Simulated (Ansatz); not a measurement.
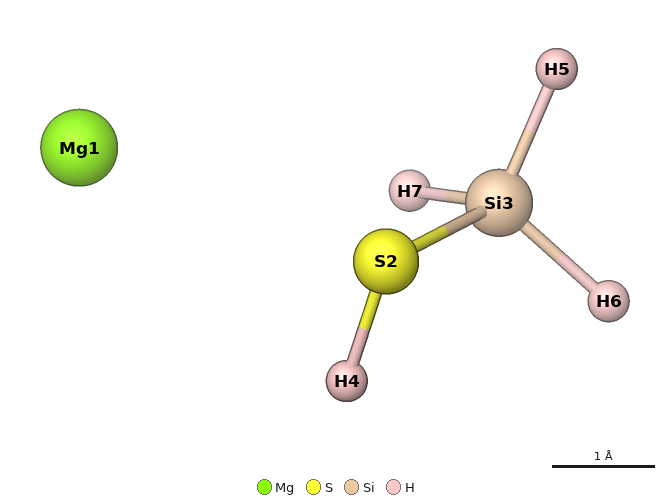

Orthographic view. Atoms fade into the background with distance from the viewer. The computed structure is the end point of a PBE0-D4/def2-TZVP optimisation. No frequency run is at hand to confirm it as a minimum.

Give the distance matrix in Å.

| atom | Mg1 | S2 | Si3 | H4 | H5 | H6 | H7 |
| --- | --- | --- | --- | --- | --- | --- | --- |
| Mg1 | 0.00 |  |  |  |  |  |  |
| S2 | 3.78 | 0.00 |  |  |  |  |  |
| Si3 | 4.19 | 2.14 | 0.00 |  |  |  |  |
| H4 | 3.80 | 1.34 | 2.62 | 0.00 |  |  |  |
| H5 | 4.82 | 2.90 | 1.48 | 3.82 | 0.00 |  |  |
| H6 | 5.45 | 3.01 | 1.48 | 3.10 | 2.44 | 0.00 |  |
| H7 | 3.44 | 3.01 | 1.49 | 3.12 | 2.43 | 2.42 | 0.00 |
